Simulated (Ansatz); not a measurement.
# Run report: C₂H₅NOSi, nudged elastic band (part 1 of 2)

C₂H₅NOSi, SMILES O=CN=C[SiH3], computed with RKS r2SCAN-D4/def2-SVP (Ansatz 0.2.0).

It belongs to a series of runs on one base structure; here: band between the two ends. Figures and captions count atoms from 1; the log counts them from 0 in places.

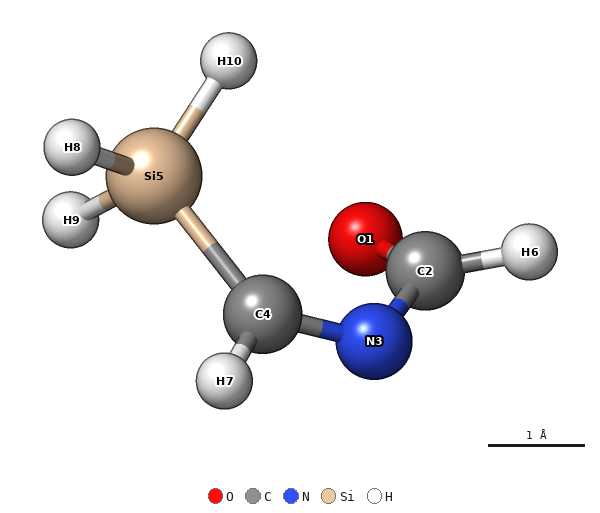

The input geometry (ball-and-stick view, seen at a tilt; atoms are numbered from 1 in the order of the input). Bond lengths as drawn: C–H 1.11 Å, C–N 1.28 to 1.40 Å, C–O 1.21 Å, C–Si 1.92 Å and H–Si 1.49 Å.

### The input
```yaml
crystal:
  periodic: [false, false, false]
  atoms:
    - { symbol: O, position_ang: [-1.403122, 0.649543, 1.250751] }
    - { symbol: C, position_ang: [-0.841466, 1.489215, 0.581992] }
    - { symbol: "N", position_ang: [-0.42294, 1.286759, -0.735769] }
    - { symbol: C, position_ang: [0.145042, 0.183762, -1.057608] }
    - { symbol: Si, position_ang: [0.627298, -1.270662, 0.100995] }
    - { symbol: H, position_ang: [-0.666607, 2.531059, 0.937754] }
    - { symbol: H, position_ang: [0.344536, 0.05186, -2.138528] }
    - { symbol: H, position_ang: [1.78481, -1.947646, -0.557486] }
    - { symbol: H, position_ang: [-0.508032, -2.232974, 0.16834] }
    - { symbol: H, position_ang: [1.023482, -0.792216, 1.452658] }
basis:
  gaussian: { orbitals: def2-SVP }
hamiltonian:
  xc: r2scan
  dispersion: d4
neb:
  order_check: false
  images: 7
  f_tol: 0.05
  max_iterations: 60
  final_atoms:
    - { symbol: O, position_ang: [-0.35377893, 2.88335198, -0.38291081] }
    - { symbol: C, position_ang: [-0.88401449, 2.03661746, 0.29501191] }
    - { symbol: "N", position_ang: [-0.33529777, 0.78231645, 0.56441202] }
    - { symbol: C, position_ang: [-0.05451617, -0.05857404, -0.35618325] }
    - { symbol: Si, position_ang: [0.80989, -1.69936918, 0.04805492] }
    - { symbol: H, position_ang: [-1.83713196, 2.20320788, 0.85717387] }
    - { symbol: H, position_ang: [-0.32764863, 0.17000455, -1.41223725] }
    - { symbol: H, position_ang: [1.98477008, -1.85308555, -0.86068486] }
    - { symbol: H, position_ang: [-0.1467133, -2.81420008, -0.22491197] }
    - { symbol: H, position_ang: [1.22744216, -1.70156947, 1.47537442] }
  initial_path:
    images:
      - { positions_ang: [[-1.403122, 0.649543, 1.250751], [-0.841466, 1.489215, 0.581992], [-0.42294, 1.286759, -0.735769], [0.145042, 0.183762, -1.057608], [0.627298, -1.270662, 0.100995], [-0.666607, 2.531059, 0.937754], [0.344536, 0.05186, -2.138528], [1.78481, -1.947646, -0.557486], [-0.508032, -2.232974, 0.16834], [1.023482, -0.792216, 1.452658]] }
      - { positions_ang: [[-1.05279767, 0.98415575, 1.28406968], [-0.85144191, 1.58609754, 0.56134661], [-0.56546682, 1.17350196, -0.64806519], [0.12410594, 0.15332235, -0.9669246], [0.61551412, -1.35635198, 0.06104948], [-0.91889209, 2.56203315, 0.79207489], [0.41768723, 0.13196231, -1.99248793], [1.81464314, -1.94653453, -0.58399331], [-0.47459276, -2.35438275, 0.04506617], [0.97424183, -0.98510382, 1.45096319]] }
      - { positions_ang: [[-0.70247334, 1.31876851, 1.31738837], [-0.86141783, 1.68298008, 0.54070122], [-0.70799364, 1.06024493, -0.56036139], [0.10316987, 0.12288271, -0.87624119], [0.60373025, -1.44204195, 0.02110396], [-1.17117719, 2.59300731, 0.64639579], [0.49083845, 0.21206462, -1.84644786], [1.84447628, -1.94542306, -0.61050062], [-0.44115352, -2.4757915, -0.07820766], [0.92500166, -1.17799164, 1.44926839]] }
      - { positions_ang: [[-0.35214901, 1.65338126, 1.35070705], [-0.87139374, 1.77986261, 0.52005582], [-0.85052046, 0.94698789, -0.47265758], [0.08223381, 0.09244306, -0.78555779], [0.59194637, -1.52773193, -0.01884156], [-1.42346228, 2.62398146, 0.50071668], [0.56398968, 0.29216693, -1.70040778], [1.87430942, -1.94431159, -0.63700793], [-0.40771428, -2.59720025, -0.20148149], [0.8757615, -1.37087945, 1.44757358]] }
      - { positions_ang: [[-0.00182469, 1.98799402, 1.38402574], [-0.88136965, 1.87674515, 0.49941043], [-0.99304728, 0.83373085, -0.38495378], [0.06129774, 0.06200342, -0.69487439], [0.58016249, -1.6134219, -0.05878708], [-1.67574737, 2.65495562, 0.35503758], [0.63714091, 0.37226924, -1.55436771], [1.90414256, -1.94320012, -0.66351524], [-0.37427504, -2.71860901, -0.32475532], [0.82652133, -1.56376727, 1.44587877]] }
      - { positions_ang: [[-0.08981325, 2.21183351, 0.9422916], [-0.88203086, 1.91671323, 0.4483108], [-0.82860991, 0.82087725, -0.14761233], [0.03234426, 0.03185905, -0.6102016], [0.63759437, -1.63490872, -0.03207658], [-1.71609352, 2.54201869, 0.48057165], [0.39594352, 0.32170307, -1.5188351], [1.92429944, -1.92067148, -0.71280765], [-0.3173846, -2.74250677, -0.29979448], [0.92675153, -1.59821782, 1.45325268]] }
      - { positions_ang: [[-0.17780181, 2.435673, 0.50055747], [-0.88269207, 1.95668131, 0.39721117], [-0.66417253, 0.80802365, 0.08972912], [0.00339078, 0.00171469, -0.52552882], [0.69502625, -1.65639554, -0.00536608], [-1.75643967, 2.42908175, 0.60610572], [0.15474614, 0.2711369, -1.48330248], [1.94445632, -1.89814284, -0.76210005], [-0.26049417, -2.76640454, -0.27483364], [1.02698174, -1.63266837, 1.4606266]] }
      - { positions_ang: [[-0.26579037, 2.65951249, 0.05882333], [-0.88335328, 1.99664939, 0.34611154], [-0.49973515, 0.79517005, 0.32707057], [-0.02556269, -0.02842968, -0.44085603], [0.75245812, -1.67788236, 0.02134442], [-1.79678581, 2.31614482, 0.7316398], [-0.08645124, 0.22057072, -1.44776986], [1.9646132, -1.87561419, -0.81139246], [-0.20360373, -2.79030231, -0.24987281], [1.12721195, -1.66711892, 1.46800051]] }
      - { positions_ang: [[-0.35377893, 2.88335198, -0.38291081], [-0.88401449, 2.03661746, 0.29501191], [-0.33529777, 0.78231645, 0.56441202], [-0.05451617, -0.05857404, -0.35618325], [0.80989, -1.69936918, 0.04805492], [-1.83713196, 2.20320788, 0.85717387], [-0.32764863, 0.17000455, -1.41223725], [1.98477008, -1.85308555, -0.86068486], [-0.1467133, -2.81420008, -0.22491197], [1.22744216, -1.70156947, 1.47537442]] }
```

Machine: 2 threads of Arm Neoverse V1, 24 GiB of memory available, shared host.

Run as:
```bash
ansatz run input.yaml --threads 2 --pin off --max-ram 3072MiB --backend cpu --events-out ev --progress --plain --runs-dir out
```

### The program's output
```
Engine: ansatz 0.2.0, aarch64-unknown-linux-gnu
Functional definition: r2SCAN
  parameter k0 = 0.174
  parameter k1 = 0.065
  parameter a1 = 4.9479
  exchange = r2scan_x(k0 = k0, k1 = k1, a1 = a1)
  correlation = r2scan_c
1117 factors; their error is unknown
mean field evaluation 1: about -13553.5782 eV, gradient 4.7e1 eV
mean field evaluation 2: about -13543.4191 eV, gradient 8.4e1 eV
mean field evaluation 4: about -13558.1074 eV, gradient 6.2e0 eV
mean field evaluation 8: about -13558.2063 eV, gradient 5.0e-2 eV
mean field evaluation 16: about -13558.1300 eV, gradient 2.0e-5 eV
mean field -13558.12997735 eV, -498.2520866369 hartree, gradient 2.1e-5 eV, S^2 0.000000; 0 other end points of the search recorded, 0 dependent functions left out
the calculation of the forces begins
reference -13558.12998681 eV, -498.2520869846 hartree; 23, 23 occupied and 76, 76 virtual orbitals, 1117 factors
1117 factors; their error is unknown
mean field evaluation 32: about -13558.0907 eV, gradient 1.4e-4 eV
mean field -13558.09066773 eV, -498.2506420351 hartree, gradient 2.4e-5 eV, S^2 0.000000; 0 other end points of the search recorded, 0 dependent functions left out
[... from here on the field's lines of each further geometry are left out, up to the last ...]
NEB iter   1: max|band force component| = 9.277e1 eV/Å  barrier→ = 16.3743 eV  barrier← = 16.3304 eV  Δτ_max = 0.1989 Å  (275 SCF iters)
NEB iter   2: max|band force component| = 1.851e1 eV/Å  barrier→ = 2.4708 eV  barrier← = 2.4269 eV  Δτ_max = 0.2000 Å  (258 SCF iters)
NEB iter   3: max|band force component| = 1.037e1 eV/Å  barrier→ = 1.1689 eV  barrier← = 1.1251 eV  Δτ_max = 0.1985 Å  (249 SCF iters)
NEB iter   4: max|band force component| = 2.870e0 eV/Å  barrier→ = 0.7319 eV  barrier← = 0.6881 eV  Δτ_max = 0.2000 Å  (244 SCF iters)
NEB iter   5: max|band force component| = 6.138e0 eV/Å  barrier→ = 1.3599 eV  barrier← = 1.3161 eV  Δτ_max = 0.1016 Å  (252 SCF iters)
NEB iter   6: max|band force component| = 2.582e0 eV/Å  barrier→ = 0.8391 eV  barrier← = 0.7953 eV  Δτ_max = 0.2000 Å  (218 SCF iters)
NEB iter   7: max|band force component| = 1.128e0 eV/Å  barrier→ = 0.8684 eV  barrier← = 0.8246 eV  Δτ_max = 0.1996 Å  (216 SCF iters)
NEB iter   8: max|band force component| = 1.666e0 eV/Å  barrier→ = 0.9623 eV  barrier← = 0.9185 eV  Δτ_max = 0.0999 Å  (226 SCF iters)
NEB iter   9: max|band force component| = 1.612e0 eV/Å  barrier→ = 0.7127 eV  barrier← = 0.6688 eV  Δτ_max = 0.1005 Å  (222 SCF iters)
NEB iter  10: max|band force component| = 1.420e0 eV/Å  barrier→ = 0.5401 eV  barrier← = 0.4963 eV  Δτ_max = 0.1003 Å  (217 SCF iters)
NEB iter  11: max|band force component| = 1.268e0 eV/Å  barrier→ = 0.4481 eV  barrier← = 0.4043 eV  Δτ_max = 0.1004 Å  (226 SCF iters)
NEB iter  12: max|band force component| = 1.568e0 eV/Å  barrier→ = 0.4224 eV  barrier← = 0.3786 eV  Δτ_max = 0.0496 Å  (223 SCF iters)
NEB iter  13: max|band force component| = 9.811e-1 eV/Å  barrier→ = 0.3541 eV  barrier← = 0.3102 eV  Δτ_max = 0.0503 Å  (217 SCF iters)
NEB iter  14: max|band force component| = 6.718e-1 eV/Å  barrier→ = 0.3258 eV  barrier← = 0.2819 eV  Δτ_max = 0.0501 Å  (218 SCF iters)
NEB iter  15: max|band force component| = 3.772e-1 eV/Å  barrier→ = 0.2872 eV  barrier← = 0.2434 eV  CI = image 5  Δτ_max = 0.0503 Å  (220 SCF iters)
NEB iter  16: max|band force component| = 3.807e-1 eV/Å  barrier→ = 0.3073 eV  barrier← = 0.2635 eV  CI = image 5  Δτ_max = 0.0503 Å  (214 SCF iters)
NEB iter  17: max|band force component| = 4.702e-1 eV/Å  barrier→ = 0.3335 eV  barrier← = 0.2897 eV  CI = image 5  Δτ_max = 0.0501 Å  (220 SCF iters)
NEB iter  18: max|band force component| = 4.114e-1 eV/Å  barrier→ = 0.3365 eV  barrier← = 0.2927 eV  CI = image 5  Δτ_max = 0.0997 Å  (220 SCF iters)
NEB iter  19: max|band force component| = 3.900e-1 eV/Å  barrier→ = 0.3268 eV  barrier← = 0.2830 eV  CI = image 5  Δτ_max = 0.0863 Å  (218 SCF iters)
NEB iter  20: max|band force component| = 4.230e-1 eV/Å  barrier→ = 0.3360 eV  barrier← = 0.2921 eV  CI = image 5  Δτ_max = 0.0432 Å  (218 SCF iters)
NEB iter  21: max|band force component| = 3.017e-1 eV/Å  barrier→ = 0.3367 eV  barrier← = 0.2928 eV  CI = image 5  Δτ_max = 0.0433 Å  (220 SCF iters)
NEB iter  22: max|band force component| = 1.828e-1 eV/Å  barrier→ = 0.3375 eV  barrier← = 0.2936 eV  CI = image 5  Δτ_max = 0.0631 Å  (219 SCF iters)
NEB iter  23: max|band force component| = 2.981e-1 eV/Å  barrier→ = 0.3440 eV  barrier← = 0.3002 eV  CI = image 5  Δτ_max = 0.0316 Å  (221 SCF iters)
NEB iter  24: max|band force component| = 2.329e-1 eV/Å  barrier→ = 0.3399 eV  barrier← = 0.2960 eV  CI = image 5  Δτ_max = 0.0158 Å  (224 SCF iters)
NEB iter  25: max|band force component| = 1.529e-1 eV/Å  barrier→ = 0.3397 eV  barrier← = 0.2959 eV  CI = image 5  Δτ_max = 0.0158 Å  (228 SCF iters)
NEB iter  26: max|band force component| = 1.366e-1 eV/Å  barrier→ = 0.3405 eV  barrier← = 0.2967 eV  CI = image 5  Δτ_max = 0.0316 Å  (226 SCF iters)
NEB iter  27: max|band force component| = 2.666e-1 eV/Å  barrier→ = 0.3434 eV  barrier← = 0.2995 eV  CI = image 5  Δτ_max = 0.0158 Å  (224 SCF iters)
NEB iter  28: max|band force component| = 9.750e-2 eV/Å  barrier→ = 0.3392 eV  barrier← = 0.2954 eV  CI = image 5  Δτ_max = 0.0316 Å  (218 SCF iters)
NEB iter  29: max|band force component| = 9.036e-2 eV/Å  barrier→ = 0.3388 eV  barrier← = 0.2950 eV  CI = image 5  Δτ_max = 0.0316 Å  (227 SCF iters)
NEB iter  30: max|band force component| = 6.970e-2 eV/Å  barrier→ = 0.3379 eV  barrier← = 0.2941 eV  CI = image 5  Δτ_max = 0.0158 Å  (224 SCF iters)
NEB iter  31: max|band force component| = 7.864e-2 eV/Å  barrier→ = 0.3373 eV  barrier← = 0.2935 eV  CI = image 5  Δτ_max = 0.0079 Å  (215 SCF iters)
NEB iter  32: max|band force component| = 5.472e-2 eV/Å  barrier→ = 0.3372 eV  barrier← = 0.2933 eV  CI = image 5  Δτ_max = 0.0079 Å  (220 SCF iters)
the calculation of the forces begins
reference -13558.08064216 eV, -498.2502736023 hartree; 23, 23 occupied and 76, 76 virtual orbitals, 1117 factors
1117 factors; their error is unknown
mean field evaluation 1888: about -13557.7971 eV, gradient 1.7e-1 eV
mean field -13557.79718337 eV, -498.2398566839 hartree, gradient 1.4e-5 eV, S^2 0.000000; 1 other end points of the search recorded, 0 dependent functions left out
the calculation of the forces begins
reference -13557.79719321 eV, -498.2398570455 hartree; 23, 23 occupied and 76, 76 virtual orbitals, 1117 factors
NEB iter  33: max|band force component| = 4.830e-2 eV/Å  barrier→ = 0.3371 eV  barrier← = 0.2933 eV  CI = image 5  Δτ_max = 0.0000 Å  (421 SCF iters)
```
